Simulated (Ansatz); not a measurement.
```tsv
atom	x (Å)	y (Å)	z (Å)
Si	-0.6259	-0.0897	2.2717
C	1.0423	0.1462	-1.0258
C	-0.2818	-0.0423	-1.7643
F	-1.6230	0.7220	1.2918
F	0.7482	0.7487	2.4003
H	-1.2480	-0.2848	3.5997
H	1.2888	-0.7383	-0.4041
F	-0.2942	-1.5147	1.5858
H	1.8879	0.3042	-1.7263
H	1.0135	1.0238	-0.3474
H	-1.1220	-0.1858	-1.0561
H	-0.5310	0.8380	-2.3921
H	-0.2548	-0.9271	-2.4332
```

Level of theory: Ansatz, RKS PBE-D4/def2-SVP.

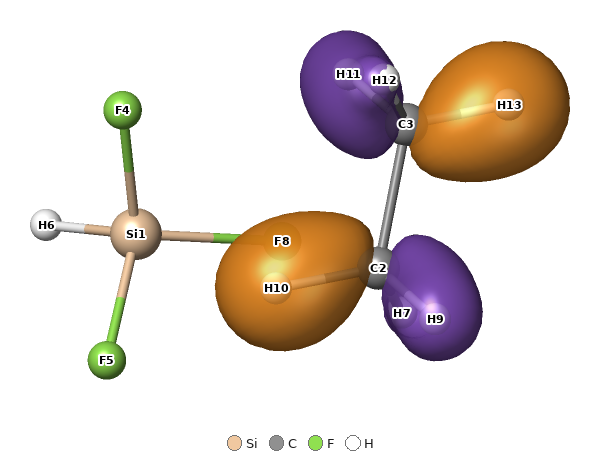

F$_{3}$HSi···C$_{2}$H$_{6}$. The HOMO−1 at ±0.2 Å⁻³ᐟ² (orange and purple are the two phases), seen at an oblique angle.

Describe this orbital and give its energy.

Answer. Its weight (Hirshfeld) is mainly on C3 (about 25 %), C2 (about 25 %), H13 (about 15 %), H10 (about 15 %), H11 (about 5 %) and H9 (about 5 %). Its energy is −7.86 eV.
